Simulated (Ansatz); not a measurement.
GaAs, carrier doping

Base system: GaAs in the zinc blende structure (space group F-43m, No. 216; a = 5.6590 Å).

Carriers are added at fixed cell with a uniform background; the Fermi–Dirac width is that of 300 K.

Method: PBEsol in Ansatz (plane waves to 420 eV, PAW, no SOC).

Notes on the quantities. Fermi level from band edge: Fermi level relative to the doped band's edge (positive inside the band; to 0.05 eV).

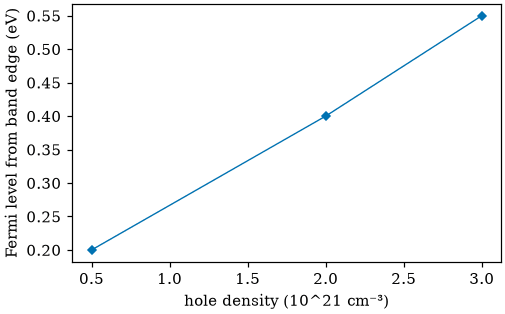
Fermi level from band edge against hole density

```
hole density (10^21 cm⁻³)  Fermi level from band edge
-------------------------  --------------------------
0.5                                          +0.20 eV
2                                            +0.40 eV
3                                            +0.55 eV
```

Charged cell with a jellium background: band edges are those of the host's band count, energies are not comparable with the neutral cell, and many-body gap narrowing is missing. Stability against distortions was not tested.

Ansatz is an electronic-structure program.
